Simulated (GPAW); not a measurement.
# Surface energy and work function of Al(100) from slabs of 4 to 12 layers (RPBE)

How do energy and work function of Al(100) films settle with thickness, and what surface energy follows?

How it was computed: GPAW 26.7.0, plane waves at 450 eV with PAW setups; symmetric 1×1 slabs cut at the tabulated lattice constant (two decimals; low-temperature values for the alkali metals), atoms at bulk places, 7.5 Å of vacuum on each side, one in-plane mesh for all thicknesses, Fermi-Dirac smearing of 0.1 eV. Energies are extrapolated to zero smearing and count from the program's reference atoms. Functional RPBE. The cell's area is 8.201 Å².

Results, with one row withheld:

| layers | energy (eV) | work function (eV) |
| --- | --- | --- |
| 4 | −13.0240 | 4.27 |
| 5 | −16.5328 | 4.28 |
| 6 | −20.0262 | 4.20 |
| 7 | −23.5042 | 4.18 |
| 8 | −26.9691 | 4.18 |
| 9 | −30.4645 | 4.18 |
| 10 | −33.9368 | 4.22 |
| 11 | −37.4196 | 4.23 |
| 12 | ? | ? |

To predict: What surface energy do these runs give, and what energy and work function should the 12-layer slab have?

**Working.** A slab of n layers has E(n) = nε + 2Aγ once its middle is bulk-like. A line through n = 6 to 11 has the slope ε = −3.4789 eV a layer and the intercept 2Aγ = 0.8503 eV (r.m.s. residual 5.5 meV). So γ = 0.8503 / (2 × 8.201 Å²) = 0.0518 eV/Å² = 0.83 J/m², with a standard error of about 0.01 J/m² from the scatter about the line. For 12 layers: 0.8503 + 12 × (−3.4789) = −40.896 eV; the run gives −40.903 eV, 6.6 meV under the line. The work function has no such law: from 6 to 11 layers it moves between 4.18 and 4.23 eV (mean 4.20), and the 12-layer slab gives 4.23 eV. The thinnest slab, 4 layers, lies +0.07 eV from that mean. The measured value for this face is 4.32 eV (“Properties of real metallic surfaces: Effects of density functional semilocality and van der Waals nonlocality” (2017, arxiv:1702.08515)); the unrelaxed 12-layer slab lies 0.09 eV under it.

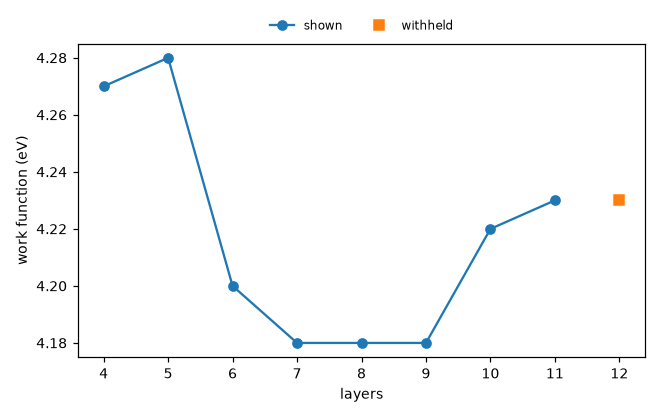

Work function against thickness.

**Limits.** The surfaces are unrelaxed, so γ is an upper bound for this functional and lattice constant. The tabulated lattice constant isn't the functional's own, which strains the slab a little.
